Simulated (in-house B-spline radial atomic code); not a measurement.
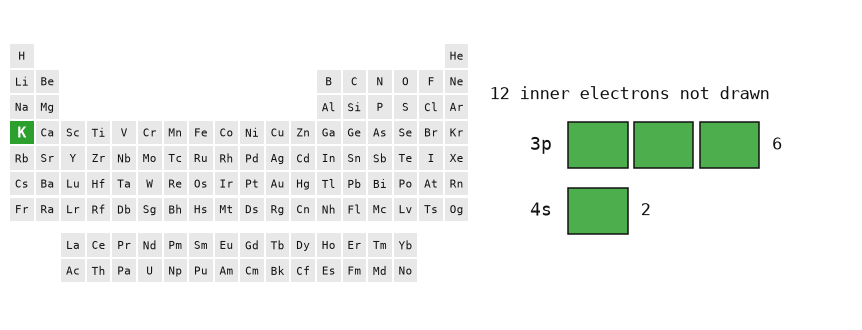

Figure 1. Left, the place of potassium in the periodic table; right, the outer shells of the closed core: a box for each of the 2l + 1 orbitals, shaded by the share of the shell that is filled, with the electron count at the right.

Many-body perturbation calculation for K⁻

- system: K⁻, core [Ar] 4s2.
- method: relativistic RPA (time-dependent Dirac-Hartree-Fock) and second-order many-body perturbation theory, no-pair Dirac-Coulomb, closed shell, B-spline basis (in-house B-spline radial atomic code)

### The input
```
Z = 19
core_configuration = [Ar] 4s2
rms_radius = 3.4349
mass_number = 39
speed_of_light = 137.035999084
```

The program writes its results to a structured record and prints no log; tables and figures of this report are taken from that record.

### What the run reported

| quantity | value |
| --- | --- |
| outcome | ended with an error |
| hardware | 1 CPU thread, shared host |

### Diagnosis

The run ended with an error; the driver noted: error: ZeroDivisionError('float division by zero').
